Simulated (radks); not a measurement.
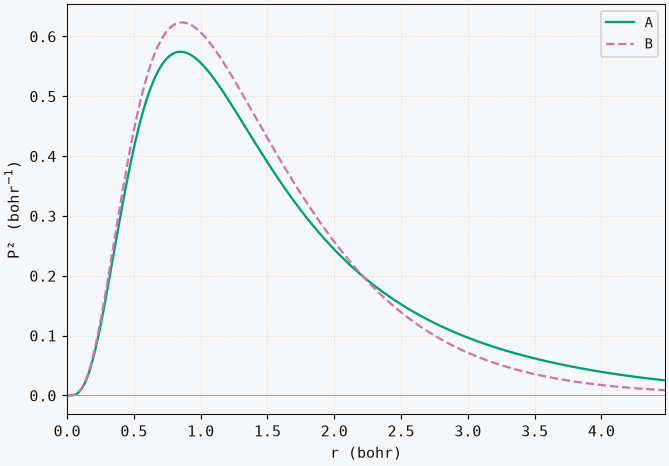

The O⁻ ion in [He] 2s2 2p5 (high spin) was computed in two surroundings: the Watson sphere of radius 1.88 bohr; the Watson sphere of radius 3.9 bohr. Level of theory: scalar-relativistic Kohn-Sham, LDA (Slater exchange, Perdew-Wang correlation), spin-polarised, spherical densities, finite nucleus. Computed with the in-house radial solver radks.

The plot shows P² of the 2p down orbital in both runs (large components where relativistic).

Which curve belongs to which run?

Answer. A is the Watson sphere of radius 3.9 bohr (⟨r⟩ = 1.60 bohr, eigenvalue −4.04 eV); B is the Watson sphere of radius 1.88 bohr (⟨r⟩ = 1.41 bohr, eigenvalue −7.75 eV). The smaller sphere makes the deeper well for the outer electrons.
